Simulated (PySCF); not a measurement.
Ge(H)2(Me)(OMe), SMILES C[O][GeH2][CH3] at its PBE0/def2-SVP optimised geometry (Å):

```
12

Ge     0.1476     0.2244     0.0000
C     -0.5982     2.0116     0.0000
O     -0.4151    -0.5187     1.5242
C     -0.0493    -1.8269     1.8464
H     -0.3654    -0.6356    -1.1799
H      1.6952     0.2244     0.0000
H     -0.3043     2.5526    -0.9113
H     -1.6952     1.9595     0.0438
H     -0.2361     2.5683     0.8758
H     -0.4086    -2.5683     1.1048
H     -0.4962    -2.0903     2.8191
H      1.0478    -1.9553     1.9399
```

Computed with PySCF 2.14.0 with PBE0/def2-TZVP. Cells within 0.4 Å of a nucleus heavier than hydrogen are left out (blank, or x).

Map of the electrostatic potential (hartree/e), clipped to [-0.08, 0.12] on the plane z = 1.2 Å:

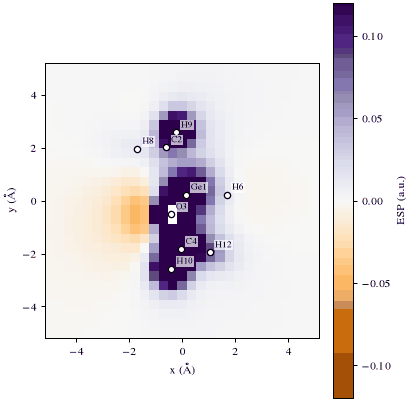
Figure: Electrostatic potential (hartree/e), clipped to [-0.08, 0.12] on the plane z = 1.2 Å.
